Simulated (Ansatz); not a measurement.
# Moving the knobs of a GW run on MoSeO (2H monolayer (Janus))

A base run on MoSeO (2H monolayer (Janus)), then changed inputs.

Main program and level: Ansatz 0.2.0; G0W0 on LDA, plane waves, PAW; PAW set soft_1.

## (1) The starting structure

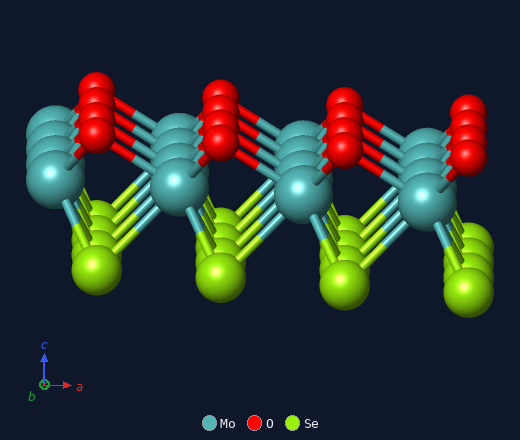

The cell as given, nearly edge on (molybdenum teal, oxygen red, selenium green). 4×4×1 cells are drawn.

The cell holds 3 atoms: 1 Mo, 1 O and 1 Se. Its edges and angles: a = 3.009 Å, b = 3.009 Å, c = 28.900 Å, α = 90.0°, β = 90.0°, γ = 120.0°. Vacuum lies along c.

The structure was relaxed with LDA. The runs that relaxed it are not among those shown. The Coulomb interaction is cut off across the vacuum.

## (2) The base run: 6×6×1 mesh, 204 empty bands, screening to 54 eV, PAW set soft_1 files

Now the one-shot GW correction: screening in the RPA, then the self-energy of the levels asked for. This step takes PAW set soft_1 files.

File input.yaml:

```yaml
crystal:
  lattice:
    - [3.0092173086, 0.0, 0.0]
    - [-1.5046086543, 2.6060586348, 0.0]
    - [0.0, 0.0, 28.9]
  atoms:
    - { symbol: Mo, position: [0.3333333333, 0.6666666667, 0.5115069025] }
    - { symbol: O, position: [0.6666666667, 0.3333333333, 0.5492521945] }
    - { symbol: Se, position: [0.6666666667, 0.3333333333, 0.4507478055] }
  periodic: [true, true, false]
kpoints:
  mp_grid: { grid: [6, 6, 1] }
hamiltonian:
  xc: lda
  pseudopotentials: { kind: paw, azcp: { folder: soft_1 }, xc_functional: pbe }
scf:
  occupations: { method: fixed }
gw:
  n_empty_bands: 204
  ecut_chi: 54.0
  qp_bands: [v2, c2]
  qp_kpoints: band_edges
  screening: { model: contour_deformation }
```

The run is started by

```sh
$ ansatz run input.yaml --threads 4 --pin off --max-ram 17510MiB --backend cpu --events-out ev --progress --plain --runs-dir out
```

Numbers of over 12 decimals in the logs are rounded to 6 here.

What it wrote:

```text
Engine: ansatz 0.2.0, aarch64-unknown-linux-gnu
Pseudopotentials: kind: paw
Pseudopotential: Mo, paw, valence charge 14, recommended cutoff 420 eV (normal), soft_1/Mo.paw.azcp
Pseudopotential: O, paw, valence charge 6, recommended cutoff 420 eV (normal), soft_1/O.paw.azcp
Pseudopotential: Se, paw, valence charge 16, recommended cutoff 420 eV (normal), soft_1/Se.paw.azcp
Functional definition: SPW92
  exchange = slater_x
  correlation = pw_c
Crystal: 3 atoms, lattice volume = 226.639 Å³
Basis set: ecut = 420 eV, 4309 PW (Γ)
Bands: 22, of which v1, the nominal top of the filled ones, is band 18 counted from 1 (17 counted from 0)
Symmetry: 6 space group operations
Space group: P3m1 (ITA 156), of the structure as read, at distance tolerance 6.1e-5 Å
k-points: 7 of 36 (time reversal used)
Non-local potential: Mo, projectors of the file, l = 0: 3, l = 1: 2, l = 2: 2, l = 3: 1
Non-local potential: O, projectors of the file, l = 0: 2, l = 1: 2, l = 2: 1
Non-local potential: Se, projectors of the file, l = 0: 2, l = 1: 2, l = 2: 3, l = 3: 1
PAW form: soft (Blöchl's): semilocal exchange-correlation on the pseudo side does not see the compensation charge
PAW frozen core: Mo, regenerated for the run's functional, and the local potential with it (the file was generated under x = pbe(κ = 0.804, μ = 0.219515), c = pbe(β = 0.066725))
PAW frozen core: O, regenerated for the run's functional, and the local potential with it (the file was generated under x = pbe(κ = 0.804, μ = 0.219515), c = pbe(β = 0.066725))
PAW frozen core: Se, regenerated for the run's functional, and the local potential with it (the file was generated under x = pbe(κ = 0.804, μ = 0.219515), c = pbe(β = 0.066725))
PAW one-centre angular grid: Mo, 590 points (default); XC on 64 Gauss nodes
PAW one-centre angular grid: O, 110 points (default); XC on 64 Gauss nodes
PAW one-centre angular grid: Se, 590 points (default); XC on 64 Gauss nodes
Initial density: superposition of atomic densities (neutral atoms: chi_scale 0, normalization atom)
Initial wavefunctions: pseudopotential atomic-orbital guess
Functional: x = slater, c = lda
SCF iter   1: F=—  HF=-10785.305940 eV  |F-HF|=—  |Δ(HF+E_count)|=         —  Δρ=6.52e-2  dr2=1.19e1  ethr=3.10e-3  ⟨swp⟩=7.6  Hψ=924  notcnv=0  defer=14
preconditioner: auto → Resta (q_TF=auto, 2.008 Å⁻¹)  ε∞=1.9  [insulator: Δε(μ)=1.968 eV  Ē_g=10.904 eV  n_scr=18 (ndim 8)  ℏωp=10.5 eV  f_vac=0.775  ε∞_Penn≈1.9  vacuum switching on, ρ_ref=8.6e-3 e/Å³]
SCF iter   2: F=—  HF=-10784.181915 eV  |F-HF|=—  |Δ(HF+E_count)|=    1.12e0  Δρ=6.92e-2  dr2=1.42e1  ethr=3.10e-3  ⟨swp⟩=5.1  Hψ=541  notcnv=0  defer=14
SCF iter   3: F=—  HF=-10782.604006 eV  |F-HF|=—  |Δ(HF+E_count)|=    1.58e0  Δρ=1.57e-2  dr2=1.46e0  ethr=3.10e-3  ⟨swp⟩=4.3  Hψ=434  notcnv=0  defer=12
[...]
SCF iter  11: F=-10782.376968 eV  HF=-10782.376968 eV  |F-HF|=2.52e-8  |Δ(HF+E_count)|=   1.00e-8  Δρ=2.31e-6  dr2=2.98e-8  ethr=2.78e-10  ⟨swp⟩=10.9  Hψ=901  notcnv=0
SCF 1 converged in 11 iterations: F = -10782.376968 eV  dr2 = 2.98e-8
[...]
NSCF: frozen V_eff on 7 k-points
G₀W₀ screening: q 1/7
[... further progress lines ...]
SCF converged after 11 iterations
Free energy (F): -10782.376968 eV
Harris-Foulkes:  -10782.376968 eV  (|F-HF|=2.52e-8)
Internal energy: -10782.376968 eV  (E = F + TS)
E sigma→0 (E₀):  -10782.376968 eV
Fermi energy:    -5.503126 eV
--- Per-component energies (eV) ---
  E_band       = -1146.385878
  E_kinetic    = 703.132315
  E_local      = -90987.828311  (includes V_loc(G=0)·N_el)
  E_nonlocal   = -143.768234
  E_hartree    = 45041.776454
  E_xc         = -331.305287
  E_vxc        = -401.619747  (∫ρ·V_xc dr)
  E_paw        = -5296.105420  (= ΣΔE_a)
  E_vpaw       = -399.831592  (= ΣTr[D̂ρ^β])
  E_aug_tail   = 0.000449  (compensation charges beyond the density's cutoff)
  E_ewald      = 40228.933969
  E_core_change = 2.787097  (= ΣΔE_core)
  E_smearing   = -0.000000  (= −TS)
  E_closure    = -0.000000  (closes the sum)
  Σ components = -10782.376968   (vs F -10782.376968, Δ=0.00e0)
--- Band table (eV; the first three rows and the last of 7) ---
  k-point 0: bands = [... 14 lower, -9.4562, -7.2311, -7.2311, -5.5031, -3.3495, -3.3495, -2.3765, -2.3765]
  k-point 1: bands = [... 14 lower, -9.2845, -8.1545, -7.5086, -6.0261, -3.8789, -3.2940, -3.0891, -2.2995]
  k-point 2: bands = [... 14 lower, -10.3896, -8.6464, -7.4805, -6.9085, -4.2699, -3.5828, -2.5659, -1.7139]
  k-point 6: bands = [... 14 lower, -10.4621, -9.7116, -8.5989, -6.7435, -4.6234, -3.1794, -2.2427, -1.7546]
--- G₀W₀: contour deformation, 7 samples at zero and on the imaginary axis and 2 off it, 36 q-points, 204 empty bands' worth ---
  eigenvalues of the whole cell's RPA ε∞ on this k-mesh (on a slab, of 1 + 4πα/V) = 1.1516, 3.8916, 3.8916; static W/v taken at q = 0 is 0.475288
  gw.qp_kpoints: band_edges: 7 of 7 stored k-points solved, in 1 pass; an edge of the gap read off the rows below is read off those points alone
    ik  band        ε_KS         Σx   Σc(E_QP)       V_xc       Z   E_QP_lin       E_QP  E_QP is
     0    17     -7.2311   -21.1055     1.4206   -20.0726  0.7210    -6.8469    -6.8433  root
     0    18     -5.5031   -21.1638     1.4464   -20.0705  0.7153    -5.1521    -5.1500  root
     0    19     -3.3495   -16.7219    -4.1027   -22.0518  0.7089    -2.0662    -2.1224  root
     0    20     -3.3495   -16.7219    -4.1027   -22.0518  0.7089    -2.0662    -2.1224  root
     1    17     -7.5086   -20.5769     1.4731   -19.4355  0.7208    -7.1795    -7.1769  root
     1    18     -6.0261   -21.8720     1.7780   -20.4602  0.7123    -5.6626    -5.6599  root
     1    19     -3.8789   -14.3613    -3.7618   -19.2211  0.7300    -2.7356    -2.7809  root
     1    20     -3.2940   -16.4337    -3.8095   -21.4028  0.7100    -2.0798    -2.1344  root
[...]
6    17     -8.5989   -22.4185     3.4981   -18.9880  0.6917    -8.5314    -8.5312  root
     6    18     -6.7435   -19.8383     0.9534   -19.2830  0.7219    -6.3486    -6.3453  root
     6    19     -4.6234   -16.1670    -3.7586   -21.0827  0.7166    -3.4186    -3.4663  root
     6    20     -3.1794   -14.6817    -4.1328   -19.9253  0.7139    -2.0254    -2.0686  root
```

Elapsed: 52 s, on 4 threads of Arm Neoverse V1, shared host; peak memory 1.5 GiB; 3.3 min of CPU time.

Numbers from this step:

```
bands summed                                 : 222
plane waves in the screening matrix          : 197
q-points in the mesh                         : 36
G0W0 gap on the mesh                         : 1.684 eV
k of the valence top                         : 0, 0, 0
k of the conduction bottom                   : 0.3333, 0.3333, 0
starting gap on the mesh                     : 0.8797 eV
Z at the valence top                         : 0.7153
Z at the conduction bottom                   : 0.7166
least direct G0W0 gap on the computed points : 2.879 eV
```

The gap on the mesh goes from 0.88 eV to 1.68 eV, a correction of +0.80 eV. Between the two edge states, bare exchange in place of the xc potential would open the gap by 6.01 eV, and correlation takes back 5.21 eV.

## (3) Variant: frequency model

Edit input.yaml of step 2 so:

```diff
@@ -22,2 +22,2 @@
   qp_kpoints: band_edges
-  screening: { model: contour_deformation }
+  screening: { model: godby_needs }
```

What it wrote:

```text
[...]
Crystal: 3 atoms, lattice volume = 226.639 Å³
Basis set: ecut = 420 eV, 4309 PW (Γ)
Bands: 22, of which v1, the nominal top of the filled ones, is band 18 counted from 1 (17 counted from 0)
[... 1 set-up line as in the run before ...]
[...]
k-points: 7 of 36 (time reversal used)
[...]
SCF iter   1: F=—  HF=-10785.305940 eV  |F-HF|=—  |Δ(HF+E_count)|=         —  Δρ=6.52e-2  dr2=1.19e1  ethr=3.10e-3  ⟨swp⟩=7.6  Hψ=924  notcnv=0  defer=14
[...]
SCF iter  11: F=-10782.376968 eV  HF=-10782.376968 eV  |F-HF|=2.52e-8  |Δ(HF+E_count)|=   1.00e-8  Δρ=2.31e-6  dr2=2.98e-8  ethr=2.78e-10  ⟨swp⟩=10.9  Hψ=901  notcnv=0
SCF 1 converged in 11 iterations: F = -10782.376968 eV  dr2 = 2.98e-8
[...]
NSCF: frozen V_eff on 7 k-points
G₀W₀ screening: q 1/7
[... further progress lines ...]
SCF converged after 11 iterations
Free energy (F): -10782.376968 eV
[...]
Internal energy: -10782.376968 eV  (E = F + TS)
E sigma→0 (E₀):  -10782.376968 eV
Fermi energy:    -5.503126 eV
[...]
--- Band table (eV; the first three rows and the last of 7) ---
  k-point 0: bands = [... 14 lower, -9.4562, -7.2311, -7.2311, -5.5031, -3.3495, -3.3495, -2.3765, -2.3765]
  k-point 1: bands = [... 14 lower, -9.2845, -8.1545, -7.5086, -6.0261, -3.8789, -3.2940, -3.0891, -2.2995]
  k-point 2: bands = [... 14 lower, -10.3896, -8.6464, -7.4805, -6.9085, -4.2699, -3.5828, -2.5659, -1.7139]
  k-point 6: bands = [... 14 lower, -10.4621, -9.7116, -8.5989, -6.7435, -4.6234, -3.1794, -2.2427, -1.7546]
--- G₀W₀: ω_p = 39.0355 eV, 36 q-points, 204 empty bands' worth ---
[...]
GN-PPA: 400376/1519693 pairs with Re ω̃² < 0 across q-mesh
[...]
0    17     -7.2311   -21.1055     1.3965   -20.0726  0.7879    -6.8682    -6.8675  root
     0    18     -5.5031   -21.1638     1.4733   -20.0705  0.7828    -5.1238    -5.1231  root
     0    19     -3.3495   -16.7219    -3.9139   -22.0518  0.7821    -1.9201    -1.9336  root
     0    20     -3.3495   -16.7219    -3.9139   -22.0518  0.7821    -1.9201    -1.9336  root
     1    17     -7.5086   -20.5769     1.4331   -19.4355  0.7891    -7.2174    -7.2169  root
     1    18     -6.0261   -21.8720     1.7941   -20.4602  0.7804    -5.6445    -5.6438  root
     1    19     -3.8789   -14.3613    -3.6285   -19.2211  0.7953    -2.6376    -2.6476  root
     1    20     -3.2940   -16.4337    -3.6032   -21.4028  0.7842    -1.9158    -1.9281  root
[...]
6    17     -8.5989   -22.4185     3.4501   -18.9880  0.7763    -8.5793    -8.5793  root
     6    18     -6.7435   -19.8383     0.9038   -19.2830  0.7876    -6.3956    -6.3950  root
     6    19     -4.6234   -16.1670    -3.6097   -21.0827  0.7878    -3.3069    -3.3174  root
     6    20     -3.1794   -14.6817    -3.9701   -19.9253  0.7896    -1.8946    -1.9060  root
```

Elapsed: 49 s, on 4 threads; peak memory 1.5 GiB; 3.1 min of CPU time.

The G0W0 gap on the mesh is 1.806 eV.

Against the base:

```tsv
setting	base	variant
frequency model	contour deformation	plasmon pole
```

```tsv
quantity	variant	base
starting gap on the mesh	0.880	0.880
G0W0 gap on the mesh	1.806	1.684
least direct G0W0 gap on the computed points	2.996	2.879
Z at the valence top	0.783	0.715
Z at the conduction bottom	0.788	0.717
```

## (4) What came out

```json
{"base": "1.68 eV, 52 s", "frequency model": "1.81 eV, 49 s"}
```

**Reading.** Frequency model: the gap moves by +0.12 eV. All runs here use a coarse mesh and modest cutoffs; they test settings and are not final values. The mesh in the plane is coarse for a sheet; gap and any exciton binding can still move on denser ones. The many-body steps are scalar-relativistic: spin-orbit coupling is not in them.

[Paths, hosts, dates, memory and timing lines, banners, echoed tables and standing remarks are left out of the program output.]

[Logs are printed without paths, hosts, clocks, repeated set-up lines and the standing remarks that a program may print on its own settings, such as how far it seeks lower states.]

[Runs of the session that timed out or met a known fault of the program may be left out.]

[Cells called generated may have been cut or substituted from an entry of the Crystallography Open Database or the Materials Project.]

[Hosts, paths, dates, database ids (printed as entryN), source tags and the programs' standing remarks are cut or masked in the printed files.]
